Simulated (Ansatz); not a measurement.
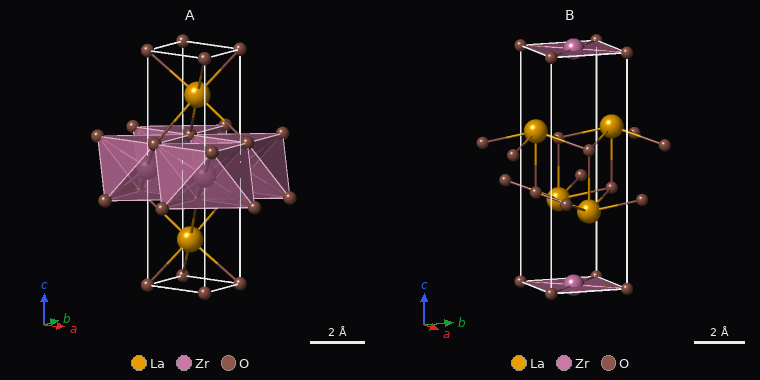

Two structures of La2ZrO3, each relaxed to rest (conventional cells in solid outline, small ones repeated, not to one scale). Method: Ansatz, DFT PBE, scalar-relativistic, plane waves, PAW, without spin polarisation.

What are the two structures?

A: 6 atoms a cell on a primitive hexagonal lattice, P-3m1. B: 6 atoms a cell on a primitive tetragonal lattice, P-4m2.

Which form lies lower?

A is lower, by 254 meV/atom at this level of theory (energies at zero smearing). Volumes: A 15.2, B 17.9 Å³/atom.

One or both may be structure types tried for this composition rather than known phases.
